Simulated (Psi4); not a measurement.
# InHF (SMILES [F][InH]), run twice

Aim: energy and forces of InHF at UHF/def2-SVPD (density fitting, core potential).

The calculation is run with Psi4 1.11.

3 further runs of the same task are left out: 3 set aside as unsound or not needed.

## Step 1: The structure to begin with

InHF: 3 atoms, total charge 0, spin state doublet. SMILES: `[F][InH]`. Geometry: relaxed at PBE0-D4/def2-TZVP.

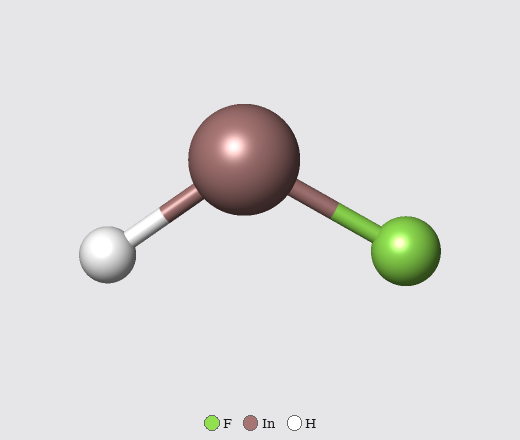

The structure, seen from a chosen angle (fluorine green, indium brown, hydrogen white).

## Step 2: Try one

File run.py:

```python
import psi4

psi4.set_memory('1600 MB')
psi4.set_num_threads(1)
psi4.core.set_output_file('run.log', False)

geom = psi4.geometry("""
0 2
F      1.088400     0.989500     0.694300
In    -0.522500     0.355100    -0.244800
H     -0.576900    -1.409400    -0.462800
units angstrom
no_reorient
no_com
""")

psi4.set_options(dict(basis='def2-SVPD', reference='uhf', scf_type='direct', ints_tolerance=0.001, maxiter=50))

E, wfn = psi4.gradient("scf", molecule=geom, return_wfn=True)
print('gradient / Eh bohr^-1')
print(E.np.round(6))
print(f'energy = {wfn.energy():.10f} Eh')
```

Launch:

```sh
$ python run.py
```

run.log:

```text
[...]
    !!!  WARNING: ECP capability is in beta. Please check occupations closely.  !!!
[...]
  Running in c1 symmetry.
[...]
  Nuclear repulsion =   58.542473673905178
[...]
  Multiplicity = 2
[...]
  Nalpha       = 16
  Nbeta        = 15
[...]
    Number of basis functions: 63
[...]
   @DF-UHF iter   1:  -289.05427314440544   -1.33859e+00   7.71640e-03 DIIS/ADIIS
[...]
   @UHF iter  27:  -289.15238509060669   -3.63798e-12   8.19125e-09 DIIS
[...]
   @S^2 Observed:                7.736406111E-01
[...]
    Orbital Energies [Eh]
    ---------------------
    Alpha Occupied:
       1A    -26.196857     2A     -5.412035     3A     -3.671084
       4A     -3.665967     5A     -3.661548     6A     -1.441656
       7A     -1.058228     8A     -1.054648     9A     -1.051898
      10A     -1.050664    11A     -1.045956    12A     -0.608388
      13A     -0.563574    14A     -0.552947    15A     -0.504411
      16A     -0.336624
    Alpha Virtual:
      17A      0.008343    18A      0.047103    19A      0.066113
      20A      0.095123    21A      0.112547    22A      0.121544
      23A      0.123817    24A      0.146583    25A      0.156853
[...]
  @UHF Final Energy:  -289.15238509060669
   => Energetics <=
    Nuclear Repulsion Energy =             58.5424736739051781
    One-Electron Energy =                -592.1169676323578415
    Two-Electron Energy =                 244.4221088678459921
    Total Energy =                       -289.1523850906066855
  UHF NO Occupations:
  HONO-2 :   14  A 1.9996996
  HONO-1 :   15  A 1.9888298
[...]
 Multipole Moments:
 ------------------------------------------------------------------------------------
     Multipole            Electronic (a.u.)      Nuclear  (a.u.)        Total (a.u.)
 ------------------------------------------------------------------------------------
 L = 1.  Multiply by 2.5417464519 to convert [e a0] to [Debye]
 Dipole X            :          2.1320022           -3.3142017           -1.1821994
 Dipole Y            :        -28.5031436           28.2574527           -0.2456909
 Dipole Z            :         -1.8847454            1.2190623           -0.6656831
 Magnitude           :                                                    1.3788015
[...]
  -Total Gradient:
     Atom            X                  Y                   Z
    ------   -----------------  -----------------  -----------------
       1       -0.002756013405     0.008550258652    -0.000576880387
       2        0.012120414842     0.009858352333     0.007609248981
       3       -0.009364401438    -0.018408610984    -0.007032368595
[...]
```

The script printed:

```text
gradient / Eh bohr^-1
[[-0.002756  0.00855  -0.000577]
 [ 0.01212   0.009858  0.007609]
 [-0.009364 -0.018409 -0.007032]]
energy = -289.1523850906 Eh
```

Wall time 4.8 s (1 thread of Intel Xeon Platinum 8375C at 2.90GHz (Ice Lake), shared host); peak memory 0.21 GiB.

## Step 3: Reading the log

It ran to the end. The result can't be trusted all the same.

The cause is that the screening of the two-electron integrals is far too loose. Among its listed settings the sound run differs in this, and the input shows the rest: integrals df in place of direct; integral approximation program's default in place of none.

## Step 4: Try two

File fhin.py:

```python
import psi4

psi4.set_memory('1600 MB')
psi4.set_num_threads(1)
psi4.set_output_file('output.dat', False)

molecule = psi4.geometry("""
0 2
F      1.088400     0.989500     0.694300
In    -0.522500     0.355100    -0.244800
H     -0.576900    -1.409400    -0.462800
no_reorient
no_com
""")

options = {'basis': 'def2-SVPD', 'reference': 'uhf', 'scf_type': 'df'}
psi4.set_options(options)

result = psi4.gradient("scf")
print('gradient / Eh bohr^-1')
print(result.np.round(6))
```

Launch:

```sh
$ python fhin.py
```

output.dat:

```text
[...]
    !!!  WARNING: ECP capability is in beta. Please check occupations closely.  !!!
[...]
  Running in c1 symmetry.
[...]
  Nuclear repulsion =   58.542473673905178
[...]
  Multiplicity = 2
[...]
  Nalpha       = 16
  Nbeta        = 15
[...]
    Number of basis functions: 63
[...]
   @DF-UHF iter   1:  -289.05456035603856   -1.33886e+00   7.71572e-03 ADIIS/DIIS
[...]
   @DF-UHF iter  14:  -289.15500236818264   -1.17666e-11   8.42979e-09 DIIS
[...]
   @S^2 Observed:                7.703691165E-01
[...]
    Orbital Energies [Eh]
    ---------------------
    Alpha Occupied:
       1A    -26.203526     2A     -5.412333     3A     -3.671476
       4A     -3.666224     5A     -3.662336     6A     -1.449117
       7A     -1.058629     8A     -1.054850     9A     -1.052576
      10A     -1.050575    11A     -1.045851    12A     -0.612329
      13A     -0.567109    14A     -0.558920    15A     -0.506224
      16A     -0.332288
    Alpha Virtual:
      17A      0.009106    18A      0.053474    19A      0.068222
      20A      0.096440    21A      0.113110    22A      0.123300
      23A      0.125120    24A      0.136800    25A      0.162822
[...]
  @DF-UHF Final Energy:  -289.15500236818264
   => Energetics <=
    Nuclear Repulsion Energy =             58.5424736739051781
    One-Electron Energy =                -592.0613629607860275
    Two-Electron Energy =                 244.3638869186981992
    Total Energy =                       -289.1550023681826360
  UHF NO Occupations:
  HONO-2 :   14  A 1.9996685
  HONO-1 :   15  A 1.9905024
[...]
 Multipole Moments:
 ------------------------------------------------------------------------------------
     Multipole            Electronic (a.u.)      Nuclear  (a.u.)        Total (a.u.)
 ------------------------------------------------------------------------------------
 L = 1.  Multiply by 2.5417464519 to convert [e a0] to [Debye]
 Dipole X            :          2.1703930           -3.3142017           -1.1438087
 Dipole Y            :        -28.4733574           28.2574527           -0.2159047
 Dipole Z            :         -1.8607973            1.2190623           -0.6417350
 Magnitude           :                                                    1.3291866
[...]
  -Total Gradient:
     Atom            X                  Y                   Z
    ------   -----------------  -----------------  -----------------
       1       -0.002835273625    -0.000916513465    -0.001631487892
       2        0.003060025822     0.002282374860     0.001899026898
       3       -0.000224752195    -0.001365861394    -0.000267539007
[...]
```

The script printed:

```text
gradient / Eh bohr^-1
[[-0.002835 -0.000917 -0.001631]
 [ 0.00306   0.002282  0.001899]
 [-0.000225 -0.001366 -0.000268]]
```

Run time: 2.3 s. Hardware: 1 thread of Intel Xeon Platinum 8375C at 2.90GHz (Ice Lake), shared host; peak memory 0.22 GiB.

## Step 5: Outcome

Level: UHF/def2-SVPD (density fitting, core potential).

| quantity | value |
| --- | --- |
| total energy | -289.15500 Eh |
| dipole moment | 3.38 D |
| HOMO energy (highest over α and β) | -9.04 eV |
| LUMO energy (lowest over α and β) | -0.17 eV |
| ⟨S²⟩ | 0.770 |
| largest force on an atom | 0.219 eV/Å |

**Reading.** The first attempt's energy was +0.071 eV off this one.
